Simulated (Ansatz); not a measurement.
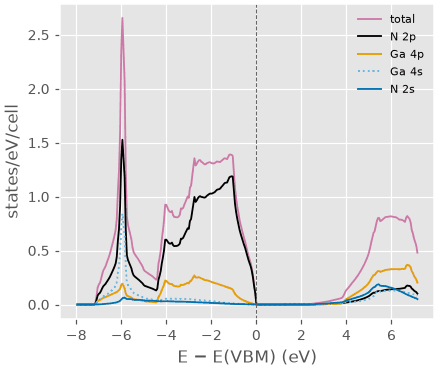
*Total and projected density of states of GaN (zinc blende, F-43m), r²SCAN in the plane-wave PAW code Ansatz*

### Question
Which orbitals carry the states next to the gap?

### Answer
Top 1 eV of the valence band: N 2p 89 %, Ga 4p 7 %. Bottom 1 eV of the conduction band: N 2s 38 %, Ga 4s 37 %, N 2p 15 %, Ga 4p 8 %. Projections are on Löwdin-orthogonalised atomic valence shells; empty p or d shells of many metals are not among them.

### Question
Where is the tallest occupied peak in this window, and what makes it?

### Answer
Near -5.9 eV, about 2.7 states/eV per cell; the largest projected share is N 2p.

Symmetry was held in the r²SCAN relaxation; phonons on a q-mesh show no instability. Spin–orbit coupling is left out wherever it is not named.

Potentials: the earlier of the program's two PAW sets.
